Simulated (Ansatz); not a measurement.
## Single-point calculation of B$_{2}$H$_{2}$Cl$_{2}$O$_{2}$F$_{2}$

System: B$_{2}$H$_{2}$Cl$_{2}$O$_{2}$F$_{2}$, SMILES F[B-]1(Cl)[OH+][B-](F)(Cl)[OH+]1.
Method: RKS r2SCAN-D4/def2-TZVPP (Ansatz 0.2.0).

The geometry comes from this level: PBE0-D4/def2-TZVP. Figures and captions count atoms from 1; the log counts them from 0 in places.

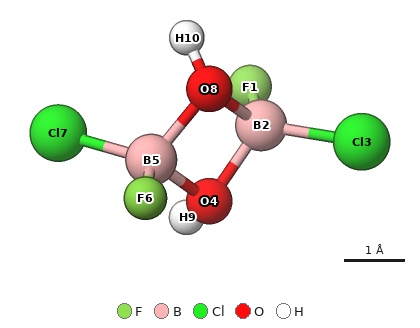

*The input geometry (ball-and-stick view, seen at a tilt; atoms are numbered from 1 in the order of the input).*

Bond lengths as drawn: B–Cl 1.78 to 1.81 Å, B–F 1.33 to 1.35 Å, B–O 1.54 to 1.55 Å and H–O 0.96 Å.

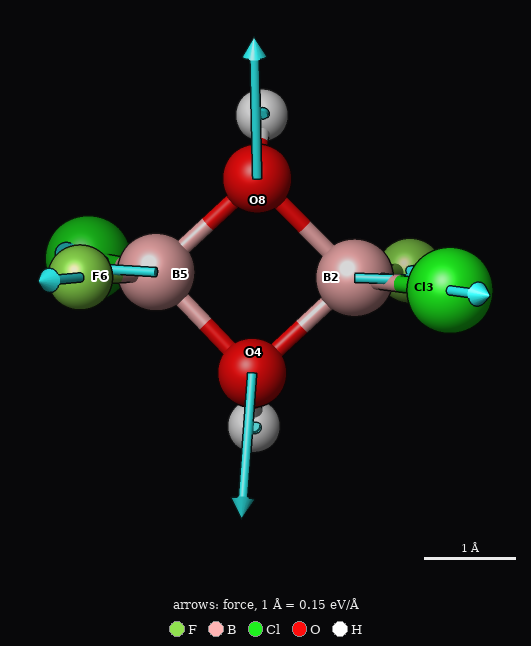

*Forces on the atoms as teal arrows (ball-and-stick view, seen at a tilt; atoms are numbered from 1 in the order of the input).*

The largest act on O4, O8 (0.25 eV/Å); F1 (0.14 eV/Å); B2 (0.14 eV/Å); B5 (0.13 eV/Å), among others. The geometry is not a stationary point of this energy.

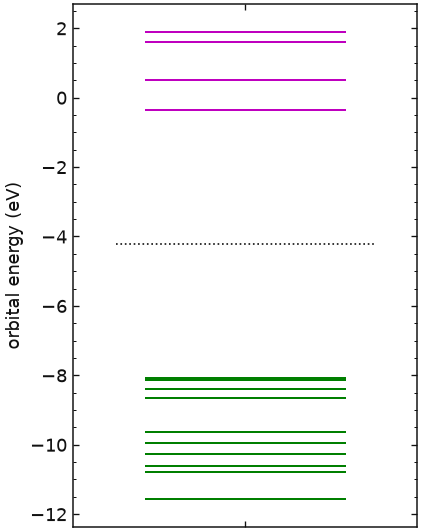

*Orbital energies near the frontier; the dotted line parts filled from empty levels, and levels within 0.02 eV of each other stand side by side.*

Highest filled −8.08 eV, lowest empty −0.36 eV, 7.72 eV apart.

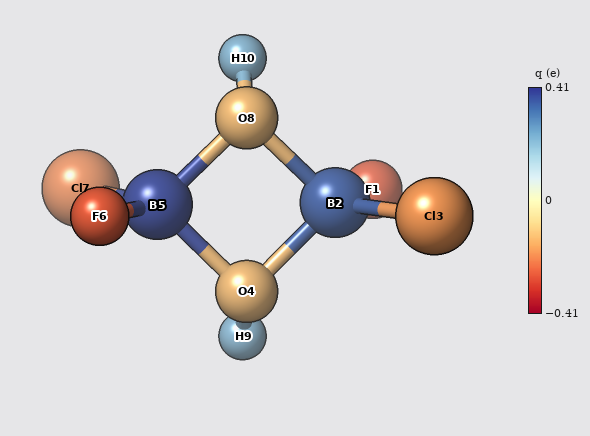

*Mulliken charges, as the colour of each atom (ball-and-stick view, seen on its broad side; atoms are numbered from 1 in the order of the input).*

By element: F −0.27 to −0.26, B +0.35 to +0.39, Cl −0.21 to −0.19, O −0.13 and H +0.23 e.

These pictures come from the run below.

Input
```yaml
crystal:
  periodic: [false, false, false]
  atoms:
    - {symbol: F, position_ang: [-1.938896, -0.265928, -0.266826]}
    - {symbol: B, position_ang: [-0.950112, 0.399458, 0.362575]}
    - {symbol: Cl, position_ang: [-1.452648, 1.656969, 1.521149]}
    - {symbol: O, position_ang: [0.119981, 0.889788, -0.640656]}
    - {symbol: B, position_ang: [1.085272, -0.223939, -0.188344]}
    - {symbol: F, position_ang: [2.229210, 0.266438, 0.280910]}
    - {symbol: Cl, position_ang: [1.228450, -1.547910, -1.412843]}
    - {symbol: O, position_ang: [0.099277, -0.577251, 0.942872]}
    - {symbol: H, position_ang: [-0.152095, 0.849420, -1.564996]}
    - {symbol: H, position_ang: [-0.185240, -1.498346, 0.969161]}
basis:
  gaussian: {orbitals: def2-TZVPP}
hamiltonian: {xc: r2scan, dispersion: d4}
output: {forces: true, orbitals: {seedname: orbitals}}
```

Run as:
```bash
ansatz run in.yaml --threads 8 --pin off --events-out ev --progress --plain --max-ram 18278MiB
```

Log
```
Functional definition: r2SCAN
  name "r2SCAN"
  cite "Furness, Kaplan, Ning, Perdew & Sun, J. Phys. Chem. Lett. 11, 8208 (2020) doi:10.1021/acs.jpclett.0c02405"
  cite "Furness, Kaplan, Ning, Perdew & Sun, J. Phys. Chem. Lett. 11, 9248 (2020) doi:10.1021/acs.jpclett.0c03077"
  parent r2scan
  parameter k0 = 0.174
  parameter k1 = 0.065
  parameter a1 = 4.9479
  exchange = r2scan_x(k0 = k0, k1 = k1, a1 = a1)
  correlation = r2scan_c
1658 factors; their error is unknown
mean field evaluation 1: about -35957.8808 eV, gradient 7.5e1 eV
mean field evaluation 2: about -35944.7854 eV, gradient 1.2e2 eV
mean field evaluation 4: about -35965.9512 eV, gradient 4.6e0 eV
mean field evaluation 8: about -35965.9854 eV, gradient 3.4e-1 eV
mean field evaluation 16: about -35965.9610 eV, gradient 5.4e-3 eV
mean field -35965.96097813 eV, -1321.7246873422 hartree, gradient 2.8e-5 eV, S^2 0.000000; 0 other end points of the search recorded, 0 dependent functions left out
the calculation of the forces begins
reference -35965.96099050 eV, -1321.7246877968 hartree; 40, 40 occupied and 258, 258 virtual orbitals, 1658 factors
Total energy: -35966.03545201 eV, -1321.7274242070 hartree
Atom 0 at    -1.938896    -0.265928    -0.266826 Å, force    -0.092693    -0.072869    -0.068690 eV/Å
Atom 1 at    -0.950112     0.399458     0.362575 Å, force    -0.121123     0.045448     0.040419 eV/Å
Atom 2 at    -1.452648     1.656969     1.521149 Å, force    -0.032823     0.080365     0.073741 eV/Å
Atom 3 at     0.119981     0.889788    -0.640656 Å, force     0.032344     0.199220    -0.144485 eV/Å
Atom 4 at     1.085272    -0.223939    -0.188344 Å, force     0.094126    -0.065820    -0.059643 eV/Å
Atom 5 at     2.229210     0.266438     0.280910 Å, force     0.103705     0.055319     0.052451 eV/Å
Atom 6 at     1.228450    -1.547910    -1.412843 Å, force     0.009395    -0.092958    -0.086401 eV/Å
Atom 7 at     0.099277    -0.577251     0.942872 Å, force     0.027422    -0.129440     0.210540 eV/Å
Atom 8 at    -0.152095     0.849420    -1.564996 Å, force    -0.010126    -0.003460    -0.015583 eV/Å
Atom 9 at    -0.185240    -1.498346     0.969161 Å, force    -0.010227    -0.015805    -0.002350 eV/Å
Dipole moment:    -0.134854    -0.243285    -0.227218 e Å
```

Summary

| quantity | value |
| --- | --- |
| outcome | converged |
| total energy | −35966.0355 eV |
| mean-field energy | −35965.9610 eV |
| dispersion energy | −0.0745 eV |
| SCF solution under orbital rotations | stable |
| HOMO | −8.08 eV |
| LUMO | −0.36 eV |
| largest force (length of the vector) | 0.249 eV/Å |
| dipole moment | 1.73 D |
| hardware | 8 threads of Arm Neoverse V2, 23 GiB of memory available, shared host |
| wall time | 4.5 s (CPU time 31 s) |
| peak memory | 0.57 GiB |
